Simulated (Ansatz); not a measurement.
# F₂H₄N₂Si (SMILES N[Si](N)(F)F): what the fields show

Input

```
crystal:
  periodic: [false, false, false]
  atoms:
    - {symbol: F, position_ang: [-1.422362, -0.756860, -3.284773]}
    - {symbol: F, position_ang: [-2.460485, -0.018712, -1.087606]}
    - {symbol: N, position_ang: [-2.209882, -2.621966, -1.323631]}
    - {symbol: N, position_ang: [0.131416, -1.120698, -1.199342]}
    - {symbol: Si, position_ang: [-1.481190, -1.144568, -1.714491]}
    - {symbol: H, position_ang: [-3.213558, -2.698871, -1.216608]}
    - {symbol: H, position_ang: [-1.773272, -3.504425, -1.556729]}
    - {symbol: H, position_ang: [0.812249, -0.512714, -1.637009]}
    - {symbol: H, position_ang: [0.388391, -1.379244, -0.255513]}
basis:
  gaussian:
    orbitals: def2-TZVPD
hamiltonian:
  xc: {name: PBE0}
output: {forces: true, orbitals: {seedname: orbitals}}
```

Run with:

```sh
ansatz run input.yaml --threads 1 --pin off --max-ram 2610MiB --events-out events.jsonl --progress --plain --runs-dir runs
```

Geometry: PBE0-D3(BJ)/def2-SVP.

All numbers below come from isolated molecule in a Gaussian basis; Kohn-Sham density functional theory, functional PBE0 (Ansatz 0.2.0).

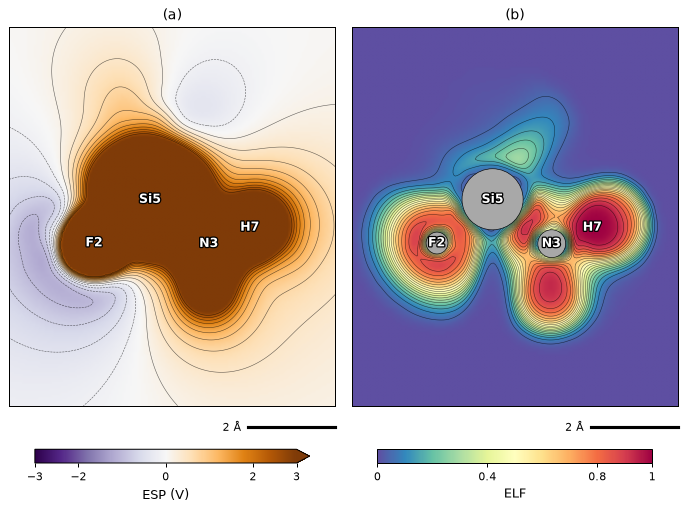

Figure 1. (a) electrostatic potential; (b) ELF on the plane of atoms F2, Si5 and N3. Grey discs cover the atomic cores in the ELF map.

Question: Read the bonding off the picture.

Answer: The plane passes through F, N, Si and H nuclei.
Si–F (1.62 Å): the ELF peaks at about 0.85 in the valence shell of F, 0.6 Å from its nucleus, and is about 0.55 at the midpoint.
Si–N (1.69 Å): the ELF peaks at about 0.90 between the atoms, as expected for a polar covalent bond.
N–H (1.01 Å): the ELF climbs to about 1 towards the hydrogen, as it does in any bond to H; a covalent bond by its length.
The ELF also peaks beside F2, away from the bonds: lone-pair regions.
Outside the dense part of the molecule the potential is most negative (−1.2 V) near F2.

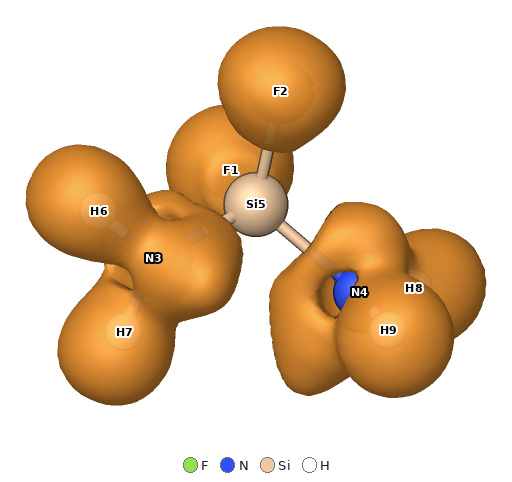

Figure 2. Isosurface of the ELF at 0.75 (orange), seen at a tilt. Core shells and regions of very low density are left out.

Question: What do the ELF domains correspond to?

Answer: The ELF exceeds this value in two regions wrapped around F (its lone pairs, merged into a ring or cap) and two joined regions spread over several atoms (H, N), in which their bonds and any lone pairs are merged.

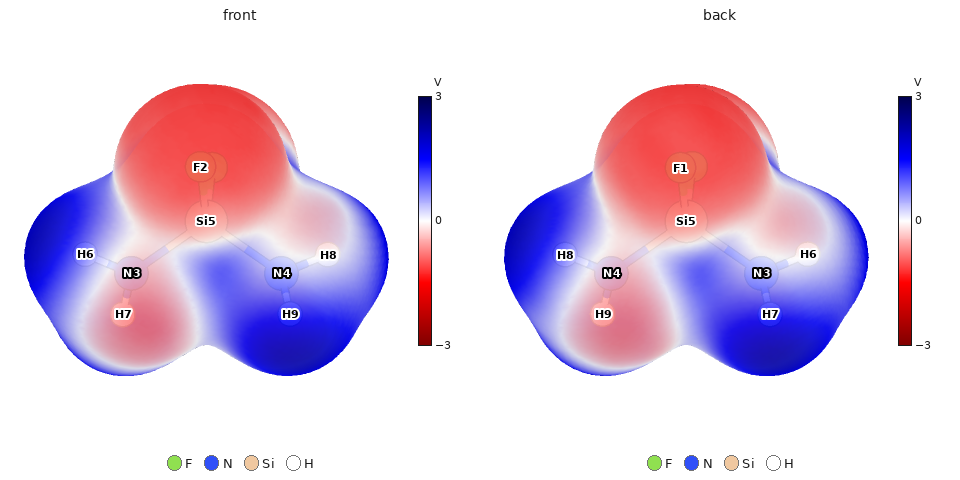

Figure 3. The electrostatic potential painted on the density surface at 0.002 e/bohr³, seen from the front and from behind; the colour scale runs from red (negative) to blue (positive).

Question: Which sites attract a positive test charge, and which a negative one?

Answer: A positive charge is drawn to the negative regions and a negative charge to the positive ones. The most negative region (about −1.1 V, or −25 kcal/mol for a unit charge) lies over F1 and F2, the most positive (about +2.1 V, or +48 kcal/mol for a unit charge) over H6, H7, H8 and H9.
